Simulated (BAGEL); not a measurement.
# One shape, several levels: C2N2 (bisisocyanide)

We compute a comparison of 4 runs (B3LYP/6-31G*, B3LYP/cc-pVTZ, PBE0/cc-pVTZ, RI-MP2/cc-pVTZ) of C2N2 (bisisocyanide). 

The results are computed with BAGEL 1.2.2.

3 further runs of the same task are left out: 1 that didn't finish, 2 set aside as unsound or not needed. Runs told in other sessions of the task aren't counted.

### Step 1. Starting point

C2N2 has 4 atoms, charge 0, and is taken as a singlet. SMILES: `[C-]#[N+][N+]#[C-]`. The coordinates come from a PBE0-D4/def2-TZVP relaxation.

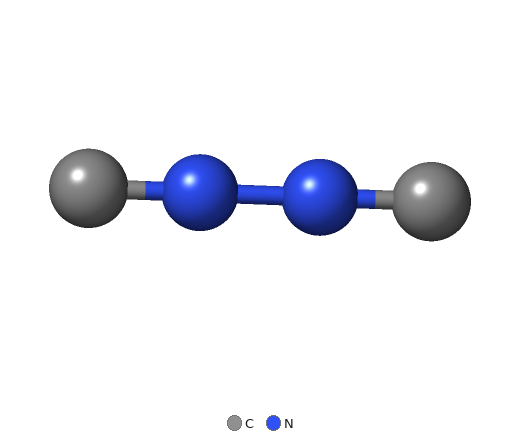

Viewed from a chosen angle; carbon grey, nitrogen blue.

### Step 2. The energy at B3LYP/6-31G(d) (density fitting with cc-pvqz-jkfit, spherical functions) (run 1)

Input file input.json:

```json
{ "bagel": [

{
  "title": "molecule",
  "basis": "6-31gs.json",
  "df_basis": "cc-pvqz-jkfit",
  "angstrom": true,
  "geometry": [
    { "atom": "C", "xyz": [      -0.612040,       1.680100,       0.265350 ] },
    { "atom": "N", "xyz": [      -0.214170,       0.587980,       0.092870 ] },
    { "atom": "N", "xyz": [       0.214200,      -0.587980,      -0.092860 ] },
    { "atom": "C", "xyz": [       0.612010,      -1.680110,      -0.265370 ] }
  ]
},

{ "title": "ks", "xc_func": "b3lyp" },

{ "title": "print", "file": "orbitals.molden", "orbitals": true }

]}
```

The basis set 6-31G* is read from a file made from the Basis Set Exchange's data (not shown).

Run with:

```console
$ BAGEL_NUM_THREADS=1 BAGEL input.json > input.out
```

The program printed:

```text
* using 1 threads per process

  ===============================================================
  ===============================================================

  *** Geometry ***

  { "atom" : "C", "xyz" : [     -1.156588,      3.174929,      0.501439 ] },
  { "atom" : "N", "xyz" : [     -0.404723,      1.111121,      0.175499 ] },
  { "atom" : "N", "xyz" : [      0.404779,     -1.111121,     -0.175480 ] },
  { "atom" : "C", "xyz" : [      1.156531,     -3.174948,     -0.501477 ] },

  Number of auxiliary basis functions:      424

  Since a DF basis is specified, we compute 2- and 3-index integrals:
    o Being stored without compression. Storage requirement is 0.011 GB

  Number of basis functions:       56
  Number of electrons      :       26

    * METHOD: MOLECULE                             0.16

  *** Kohn-Sham DFT ***

    * Removing 5770 points whose weight is below 1.00e-10
    * Grid points: 53854

  === Nuclear Repulsion ===
    81.8066228055

       - DIIS with orbital gradients will be used.

  === KS iteration (b3lyp / 6-31gs.json) ===
      0       -163.02781093          0.16310202           0.40
      1       -159.64736476          0.24494812           0.46
      2       -162.62832482          0.19132921           0.32
      3       -181.60873094          0.14896395           0.32
      4       -182.81118289          0.12933773           0.17
      5       -181.37365243          0.15120816           0.27
      6       -182.77840891          0.12045636           0.31
      7       -181.71600483          0.14464605           0.22
      8       -185.43652901          0.02195667           0.28
      9       -185.51218149          0.01109444           0.23
     10       -185.53586485          0.00058954           0.24
     11       -185.53593200          0.00025249           0.29
     12       -185.53594283          0.00005101           0.17
     13       -185.53594319          0.00002013           0.16
     14       -185.53594325          0.00000850           0.25
     15       -185.53594326          0.00000100           0.24
     16       -185.53594326          0.00000017           0.27
     17       -185.53594326          0.00000010           0.25
     18       -185.53594326          0.00000002           0.29
     19       -185.53594326          0.00000001           0.29
    * SCF iteration converged.

    * Permanent dipole moment:
           (   -0.000010,    -0.000014,    -0.000009) a.u.

    * METHOD: KS                                   5.82

    * METHOD: PRINT                                0.01

  ===============================================================
```

It took 6.6 s on 1 thread of AMD EPYC 7R43 (Zen 3), shared host; peak memory 0.17 GiB.

### Step 3. The energy at B3LYP/cc-pVTZ (density fitting with cc-pvqz-jkfit) (run 2)

Input file calc.json:

```json
{ "bagel": [

{
  "title": "molecule",
  "basis": "cc-pvtz.json",
  "df_basis": "cc-pvqz-jkfit",
  "angstrom": "true",
  "geometry": [
    { "atom": "C", "xyz": [   -0.612040,    1.680100,    0.265350 ] },
    { "atom": "N", "xyz": [   -0.214170,    0.587980,    0.092870 ] },
    { "atom": "N", "xyz": [    0.214200,   -0.587980,   -0.092860 ] },
    { "atom": "C", "xyz": [    0.612010,   -1.680110,   -0.265370 ] }
  ]
},
{ "title": "ks", "xc_func": "b3lyp" },
{ "title": "print", "file": "orbitals.molden", "orbitals": "true" }

]}
```

The basis set cc-pVTZ is read from a file made from the Basis Set Exchange's data (not shown).

Run with:

```console
$ BAGEL_NUM_THREADS=1 BAGEL calc.json > calc.out
```

The program printed:

```text
* using 1 threads per process

  ===============================================================
  ===============================================================

  *** Geometry ***

  { "atom" : "C", "xyz" : [     -1.156588,      3.174929,      0.501439 ] },
  { "atom" : "N", "xyz" : [     -0.404723,      1.111121,      0.175499 ] },
  { "atom" : "N", "xyz" : [      0.404779,     -1.111121,     -0.175480 ] },
  { "atom" : "C", "xyz" : [      1.156531,     -3.174948,     -0.501477 ] },

  Number of auxiliary basis functions:      424

  Since a DF basis is specified, we compute 2- and 3-index integrals:
    o Being stored without compression. Storage requirement is 0.049 GB

  Number of basis functions:      120
  Number of electrons      :       26

    * METHOD: MOLECULE                             0.25

  *** Kohn-Sham DFT ***

    * Removing 5770 points whose weight is below 1.00e-10
    * Grid points: 53854

  === Nuclear Repulsion ===
    81.8066228055

       - DIIS with orbital gradients will be used.

  === KS iteration (b3lyp / cc-pvtz.json) ===
      0       -148.42616258          0.13999792           0.85
      1       -157.59834971          0.16293954           0.69
      2       -155.30419457          0.17499226           0.72
      3       -184.99264628          0.03673618           0.43
      4       -185.45109237          0.01975240           0.72
      5       -185.42095498          0.02192428           0.75
      6       -185.53082370          0.01609518           0.78
      7       -185.57708992          0.01033737           0.66
      8       -185.60761390          0.00299868           0.68
      9       -185.61081865          0.00049672           0.55
     10       -185.61092715          0.00012667           0.71
     11       -185.61093389          0.00002240           0.76
     12       -185.61093406          0.00000303           0.76
     13       -185.61093407          0.00000079           0.69
     14       -185.61093407          0.00000080           0.66
     15       -185.61093407          0.00000009           0.37
     16       -185.61093407          0.00000002           0.71
     17       -185.61093407          0.00000001           0.72
    * SCF iteration converged.

    * Permanent dipole moment:
           (   -0.000011,    -0.000015,    -0.000010) a.u.

    * METHOD: KS                                  12.96

    * METHOD: PRINT                                0.06

  ===============================================================
```

Run time: 14 s. Hardware: 1 thread of AMD EPYC 7R43 (Zen 3), shared host; peak memory 0.33 GiB.

Run 3 isn't shown in full; the table further down has it.

### Step 4. A single-point energy at RI-MP2/cc-pVTZ (density fitting with cc-pvqz-jkfit) (run 4)

calc.json, as its differences from that of step 3:

```diff
@@ -14,4 +14,9 @@
 },
-{ "title": "ks", "xc_func": "b3lyp" },
-{ "title": "print", "file": "orbitals.molden", "orbitals": "true" }
+{
+  "title": "hf"
+},
+{
+  "title": "mp2",
+  "ncore": 4
+}
```

The basis set cc-pVTZ is read from a file made from the Basis Set Exchange's data (not shown).

Run with:

```console
$ BAGEL_NUM_THREADS=1 BAGEL calc.json > calc.out
```

The program printed:

```text
* using 1 threads per process

  ===============================================================
  ===============================================================

  *** Geometry ***

  { "atom" : "C", "xyz" : [     -1.156588,      3.174929,      0.501439 ] },
  { "atom" : "N", "xyz" : [     -0.404723,      1.111121,      0.175499 ] },
  { "atom" : "N", "xyz" : [      0.404779,     -1.111121,     -0.175480 ] },
  { "atom" : "C", "xyz" : [      1.156531,     -3.174948,     -0.501477 ] },

  Number of auxiliary basis functions:      424

  Since a DF basis is specified, we compute 2- and 3-index integrals:
    o Being stored without compression. Storage requirement is 0.049 GB

  Number of basis functions:      120
  Number of electrons      :       26

    * METHOD: MOLECULE                             0.26

  *** RHF ***

  === Nuclear Repulsion ===
    81.8066228055

      * DIIS with orbital gradients will be used.

  === RHF iteration (cc-pvtz.json) ===
      0       -184.47967441          0.00928851           0.16
      1       -184.52862870          0.00696334           0.29
      2       -184.54537611          0.00211914           0.16
      3       -184.54829860          0.00041811           0.11
      4       -184.54844553          0.00012219           0.11
      5       -184.54845414          0.00001636           0.09
      6       -184.54845433          0.00000218           0.17
      7       -184.54845434          0.00000038           0.15
      8       -184.54845434          0.00000004           0.16
      9       -184.54845434          0.00000001           0.18
    * SCF iteration converged.

    * Permanent dipole moment:
           (   -0.000002,    -0.000017,    -0.000006) a.u.

    * METHOD: HF                                   1.87

  *** RHF ***

  === Nuclear Repulsion ===
    81.8066228055

      * DIIS with orbital gradients will be used.

  === RHF iteration (cc-pvtz.json) ===
      0       -184.54845434          0.00000000           0.15
    * SCF iteration converged.

    * Permanent dipole moment:
           (   -0.000003,    -0.000016,    -0.000006) a.u.

  === DF-MP2 calculation ===

    * freezing 4 orbitals
    * 3-index integral transformation done
    * assembly done

      MP2 correlation energy:   -0.6445747515      0.10

      MP2 total energy:       -185.1930290876

    * METHOD: MP2                                  0.45

  ===============================================================
```

Wall time 3.3 s (1 thread of AMD EPYC 7R43 (Zen 3), shared host); peak memory 0.12 GiB.

### Step 5. The series

```
run                                                                   level  frozen core orbitals  energy (Eh)  dipole moment (D)  HOMO energy (eV)  LUMO energy (eV)  wall time
  1  B3LYP/6-31G* (density fitting with cc-pvqz-jkfit, spherical functions)                     –  -185.535943               0.00             -9.41             -1.73      6.6 s
  2                      B3LYP/cc-pVTZ (density fitting with cc-pvqz-jkfit)                     –  -185.610934               0.00             -9.78             -2.14       14 s
  3                       PBE0/cc-pVTZ (density fitting with cc-pvqz-jkfit)                     –  -185.387015               0.00            -10.05             -1.89       14 s
  4                     RI-MP2/cc-pVTZ (density fitting with cc-pvqz-jkfit)                     4  -185.193029                  –                 –                 –      3.3 s
```

### Step 6. What came out

| quantity | value |
| --- | --- |
| run 4: total energy | -185.19303 Eh |
| run 4: correlation energy (4 core orbitals frozen) | -644.6 mEh |

What this shows: Over runs 1, 2, 3 the HOMO–LUMO gap runs from 7.65 eV (B3LYP/cc-pVTZ) to 8.16 eV (PBE0/cc-pVTZ). Totals of different functionals can't be ranked against each other. All runs together took 38 s, the longest 14 s.
